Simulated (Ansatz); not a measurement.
# C3H5AlO4 (SMILES [OH][Al-]1([OH])[O]C=CC=[O+]1): what the fields show

| atom | x (Å) | y (Å) | z (Å) |
| --- | --- | --- | --- |
| O | 0.9070 | 1.0865 | 2.2743 |
| Al | 1.0094 | 0.3482 | 0.7481 |
| O | 2.5511 | 0.0259 | 0.1134 |
| O | 0.0388 | 1.2407 | -0.5242 |
| C | -0.8744 | 0.7479 | -1.2486 |
| C | -1.3741 | -0.5449 | -1.1527 |
| C | -0.8987 | -1.4312 | -0.1944 |
| O | 0.0120 | -1.1856 | 0.6494 |
| H | 0.0970 | 1.3064 | 2.7260 |
| H | 3.3479 | 0.2445 | 0.5909 |
| H | -1.2973 | 1.4195 | -2.0025 |
| H | -2.1581 | -0.8615 | -1.8253 |
| H | -1.3402 | -2.4313 | -0.1395 |

Geometry: PBE0-D4/def2-TZVP.

Computed with Ansatz, RKS PBE0-D4/def2-TZVPP.

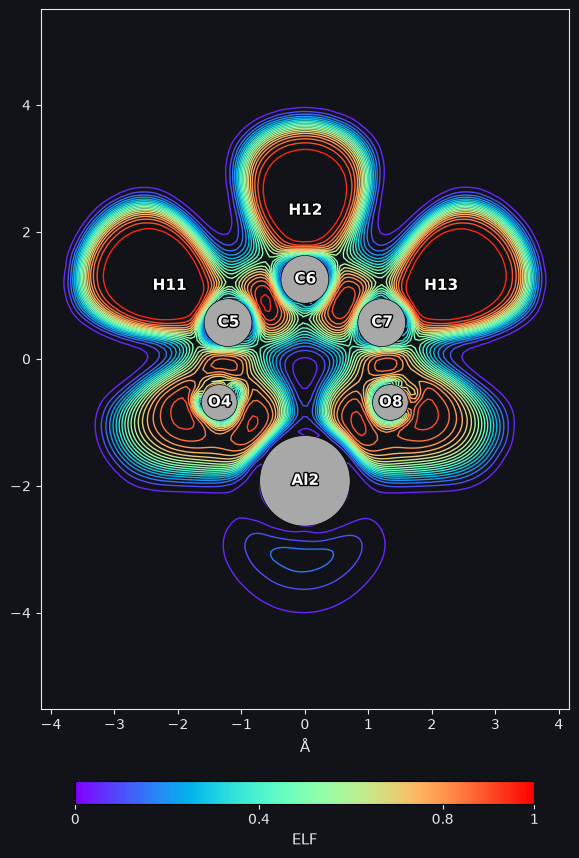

Figure 1. Electron localisation function on the plane of atoms O4, C5 and C6. Grey discs cover the atomic cores.

Q: What do the fields say about this system?

A: The plane passes through Al, O, C and H nuclei. C–O (1.27 Å): the ELF peaks at about 0.90 between the atoms (a polar covalent bond). C–C (1.39 Å): the ELF peaks at about 0.95 between the atoms; a covalent bond. Al–O (1.83 Å): the ELF peaks at about 0.90 in the valence shell of O, 0.6 Å from its nucleus, and is about 0.55 at the midpoint. C–H (1.08 Å): the ELF climbs to about 1 towards the hydrogen, as it does in any bond to H: an ordinary covalent bond to hydrogen. The ELF also peaks beside O4 and O8, away from the bonds: lone-pair regions.

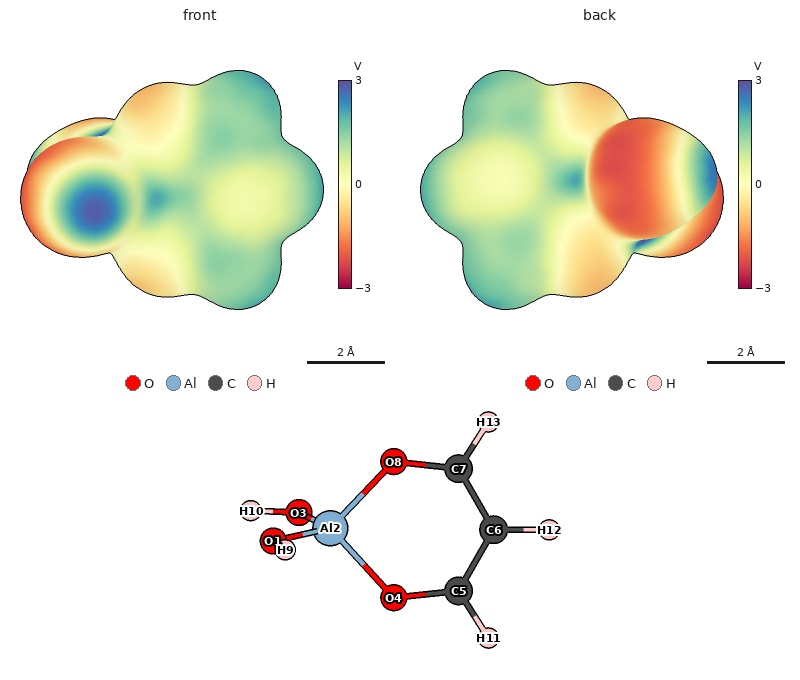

Figure 2. The molecular electrostatic potential painted on the density surface at 0.004 e/bohr³, seen from the front and from behind; the colour scale runs from red (negative) to blue (positive). The bare structure is drawn below in the same view.

Q: Describe the electrostatic potential map.

A: The most negative region (about −2.2 V, or −51 kcal/mol for a unit charge) lies over O1 and O3, the most positive (about +2.7 V, or +62 kcal/mol for a unit charge) over Al2 and H9.

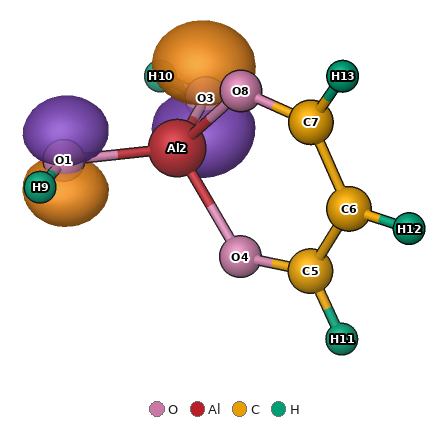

Figure 3. The HOMO−1 at ±0.2 Å⁻³ᐟ² (orange and purple are the two phases), seen at an oblique angle.

Q: Where does this orbital lie, and at what energy?

A: It lies mainly on O3 (about 55 %) and O1 (about 25 %). Its energy is −8.18 eV.
